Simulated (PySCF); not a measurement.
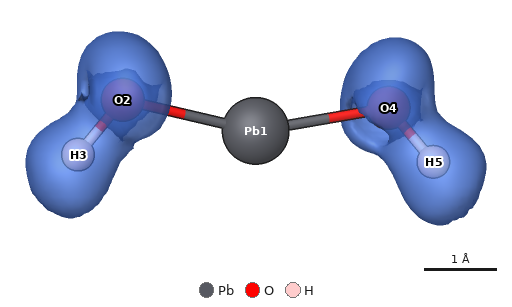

H2O2Pb (charge +2). Isosurface of the ELF at 0.75 (blue), seen at a tilt. Only the valence region is drawn (cores and ρ < 0.01 e/Å³ removed).

Core potentials replace the inner electrons of Pb.

The calculation used RKS PBE0, Pb def2-SVP with ECP60, O def2-SVP, H def2-SVP; non-relativistic Hamiltonian with scalar-relativistic core potentials where named; density fitting in PySCF.

The calculation's input:

```
mol = gto.M(atom='''
Pb     0.00000     0.00000     0.54168
O      1.96165     0.09393     0.92412
H      2.55385    -0.13314     0.15481
O     -1.96165    -0.09393     0.92412
H     -2.55385     0.13314     0.15481''',
    basis={'Pb': 'def2-SVP', 'O': 'def2-SVP', 'H': 'def2-SVP'},
    ecp={'Pb': 'def2-SVP'},
    charge=2, spin=0)
mf = dft.RKS(mol, xc='PBE0')
mf.grids.atom_grid = (75, 302)  # f atoms: at least (60, 302), unpruned
mf = mf.density_fit()  # Pb def2-universal-JKFIT, O def2-universal-JKFIT, H def2-universal-JKFIT
mf.conv_tol = 1e-09; mf.max_cycle = 55
mf.kernel(dm0)
```

Launched as:

```sh
OMP_NUM_THREADS=2 python run.py
```

> Where are the electrons localised?

The ELF exceeds this value in two joined regions spread over several atoms (H, O), in which their bonds and any lone pairs are merged. Along the contacts the grid gives the following. Pb–O (2.00 Å): the ELF peaks at about 0.65 in the valence shell of O, 0.6 Å from its nucleus, and drops to about 0.20 between the two atoms. O–H (1.00 Å): the ELF climbs to about 1 towards the hydrogen, as it does in any bond to H; a covalent bond by its length.
